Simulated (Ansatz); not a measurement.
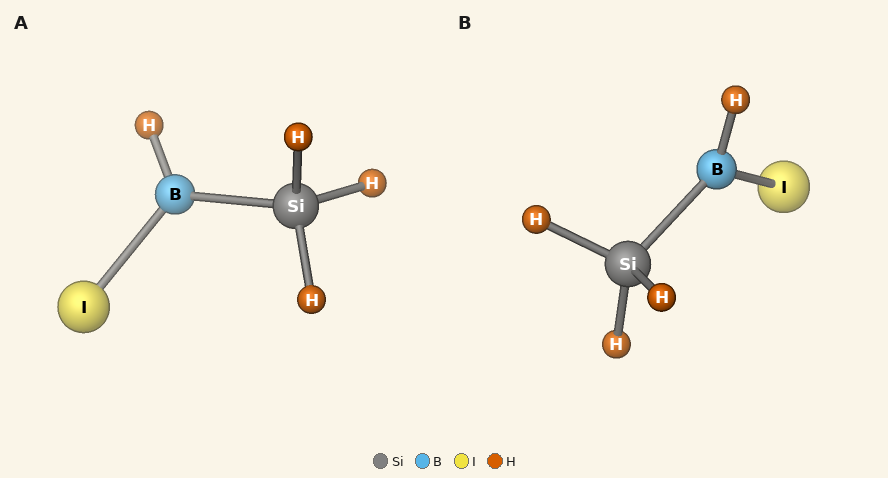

Atoms fade into the background with distance from the viewer. Computed geometry: PBE0-D4/def2-TZVP optimisation. No frequency run is at hand to confirm it as a minimum.

Question: Can A be turned into B by a rotation alone?

Answer: Yes. They are the same structure, BH4ISi ([SiH3]BI), seen from two directions. With point group Cs it is achiral, so its mirror image would be the same too.
